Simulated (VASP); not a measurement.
Band structure of BeZn$_{3}$Se$_{4}$ (ordered alloy cell). All values below come from PBEsol GGA, VASP's PBE PAW potentials (set 64) (plane waves; VASP).

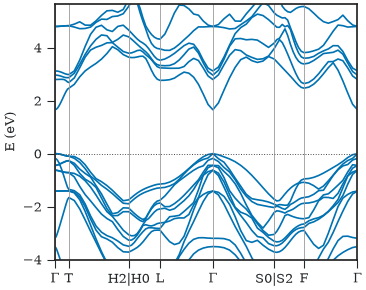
*Bands along high-symmetry lines, zero at the valence-band maximum or, without a gap, the Fermi level*

Read the plot: is there a gap, and where are the band edges?

The gap is direct, 1.66 eV, from the valence maximum at Γ to the conduction minimum at Γ. (Edges off the drawn lines would not show.)

The structure was generated: BeZn3Se4 was put into an ordered model structure (R3m), which need not be its known phase. It was relaxed first.
